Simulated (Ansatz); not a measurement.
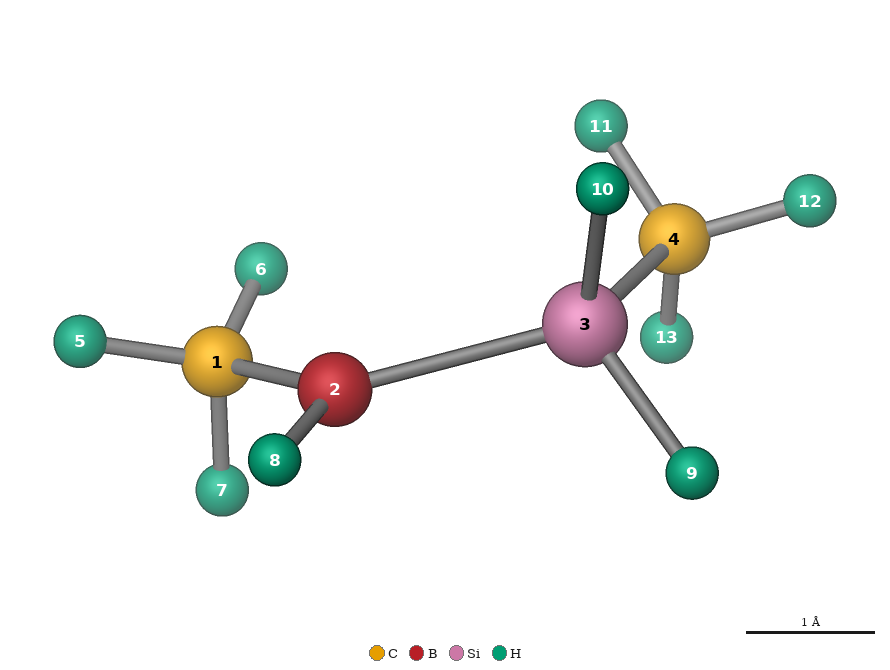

Orthographic view. Atoms fade into the background with distance from the viewer. The geometry was computed by an optimisation with PBE-D4/def2-SVP. No frequency run is at hand to confirm it as a minimum.

Give the geometry as a Z-matrix, atoms in numerical order, with these reference atoms: 2 to 1; 3 to 2, 1; 4 to 3, 2, 1; 5 to 1, 2, 3; 6 to 1, 5, 2; 7 to 1, 6, 5; 8 to 2, 1, 6; 9 to 3, 4, 6; 10 to 3, 9, 4; 11 to 4, 3, 9; 12 to 4, 11, 3; 13 to 4, 12, 11.

```
C  
B    1   1.560
Si   2   2.027   1   124.1
C    3   1.900   2   114.8   1    -4.3
H    1   1.110   2   115.3   3  -150.9
H    1   1.108   5   110.6   2  -135.2
H    1   1.123   6   105.9   5   113.0
H    2   1.223   1   118.3   6   163.9
H    3   1.513   4   109.6   6   134.0
H    3   1.516   9   105.6   4  -117.5
H    4   1.109   3   110.7   9  -177.4
H    4   1.108  11   108.0   3  -122.4
H    4   1.109  12   107.9  11   116.2
```
